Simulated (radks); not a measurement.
**Atomic calculation, with input and output: He⁺**

The He⁺ ion in the configuration 1s1 (high spin). Computed at this level: non-relativistic Kohn-Sham, PBE, spin-polarised, spherical densities, point nucleus (the in-house radial solver radks).

**Summary**

| quantity | value |
| --- | --- |
| outcome | converged |
| total energy | −1.993772 hartree |
| kinetic energy | 1.987863 hartree |
| electron–nucleus energy | −3.987167 hartree |
| Hartree energy | 0.618988 hartree |
| exchange–correlation energy | −0.613455 hartree |
| radius at density 0.001 e/bohr³ | 1.99 bohr |
| SCF iterations | 13 |
| hardware | 1 CPU thread, shared host |

**The input**
```
Z 2
configuration 1s1
relativity non-relativistic
functional pbe,pbe
spin polarised
nucleus point
```

Energies in input and log are in hartree, lengths in bohr.

**Output**
```
1s      1   1.0000          -1.54488860
Etot -1.993772015176611
Ekin 1.9878627647340372
Encl -3.9871674559485366
Eh 0.6189878936969435
Exc -0.613455217659055
err 6.968180672002281e-11
it 13
```

**Orbitals**

| orbital | occupation | energy (eV) | ⟨r⟩ (bohr) | outer maximum (bohr) |
| --- | --- | --- | --- | --- |
| 1s up | 1 | −42.039 | 0.7606 | 0.496 |

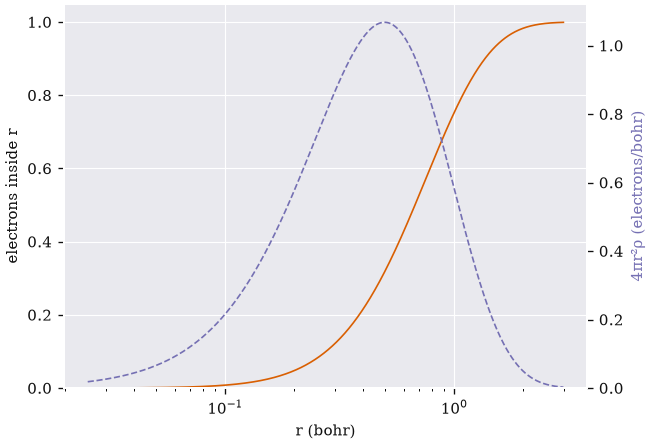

Figure 1. The number of electrons inside radius r (solid) and the radial density 4πr²ρ (dashed). The count levels off at 1 electrons. Half of them lie within 0.673 bohr, 90 % within 1.36 bohr and 99 % within 2.18 bohr. The radial density has a single maximum, so no shell boundary shows.

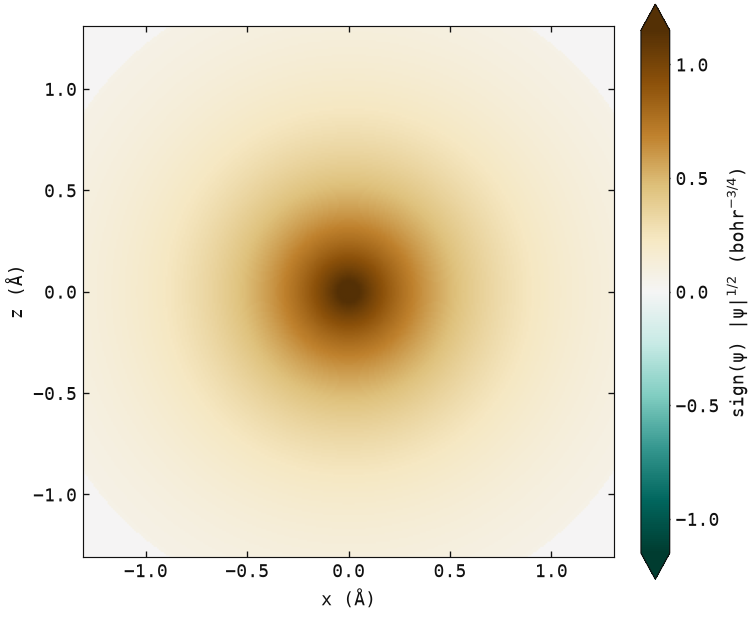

Figure 2. The 1s orbital of up spin. In the xz plane through the nucleus, the colour gives the signed square root of ψ. (1 bohr = 0.529 Å.) The radial function comes from the spherical calculation and is multiplied by a real spherical harmonic; the overall sign is chosen so that the largest lobe of P(r) is positive. It has no angular node and no radial node. The maximum of P² lies at 0.496 bohr, ⟨r⟩ = 0.761 bohr, 90 % of the charge lies within 1.36 bohr, and the eigenvalue is −42.0 eV, with 1 electron in the shell for this spin.

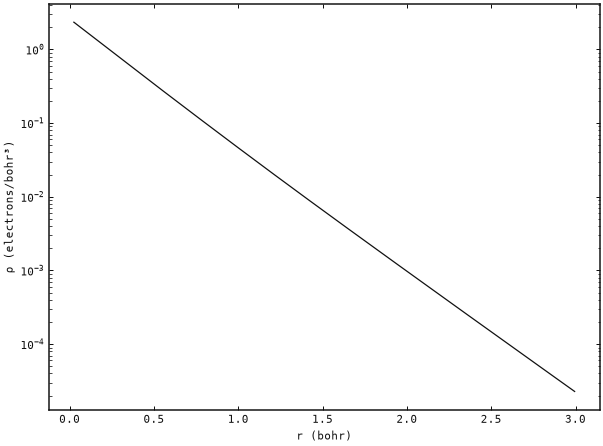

Figure 3. The electron density ρ(r) on a logarithmic scale. The density falls from 2.3 electrons/bohr³ at the inner end (r = 0.025 bohr) to 0.001 at r = 1.99 bohr, a common measure of the size of an atom or ion. The highest occupied orbital, 1s up (⟨r⟩ = 0.761 bohr, −42.0 eV), is also the most diffuse and sets the fall-off far out: over the last part drawn ln ρ falls by 3.8 per bohr, against 2√(−2ε) = 3.5 for the pure exponential. At the nucleus d ln ρ/dr is −4.1 per bohr, near the cusp value −2Z = −4.
